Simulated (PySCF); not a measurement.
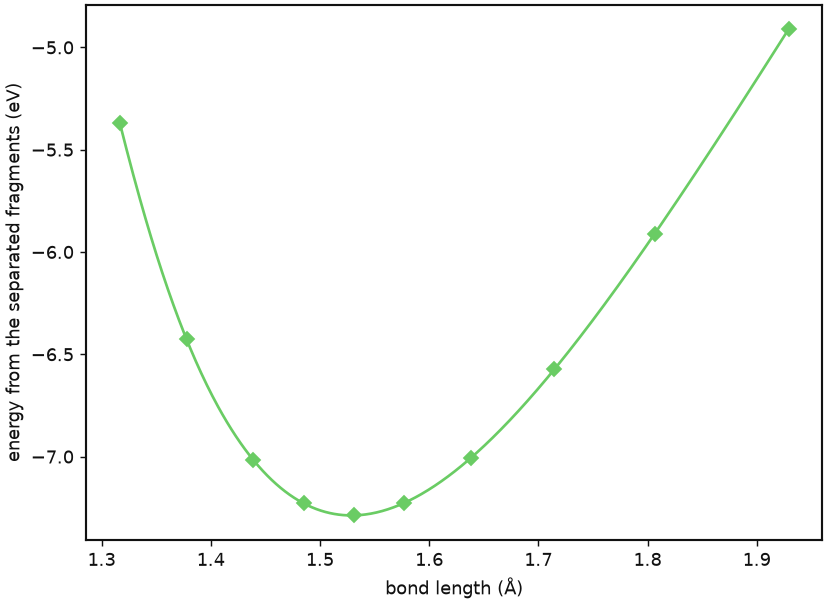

Bond curve of CS, singlet. PBE0/x2c-TZVPPall (sfX2C-1e) with PySCF, UKS. One reference determinant with the occupation held, the lowest that a PBE0 search over spins and occupations found; no spin-orbit coupling. Zero is the separated fragments in their ground configurations, without counterpoise. With PBE0 the solution stays closed-shell at all points drawn; such a solution can't reach the open-shell fragments at long range. 2 further points of the run are not drawn.

Question: What constants does a Dunham fit to the curve give (main isotopes)?

Answer: re = 1.529 Å, ωe = 1332 cm⁻¹, ωexe = 5.7 cm⁻¹, De = 7.29 eV, Be = 0.827 cm⁻¹.

Question: How stiff is the bond?

Answer: The force constant is 9.12 mdyn/Å, which gives ωe = 1332 cm⁻¹.

Question: Give the computed points.

Answer:
| r (Å) | E (eV) |
| --- | --- |
| 1.317 | −5.37 |
| 1.378 | −6.43 |
| 1.439 | −7.02 |
| 1.485 | −7.23 |
| 1.531 | −7.29 |
| 1.577 | −7.23 |
| 1.638 | −7.01 |
| 1.715 | −6.57 |
| 1.807 | −5.91 |
| 1.929 | −4.91 |
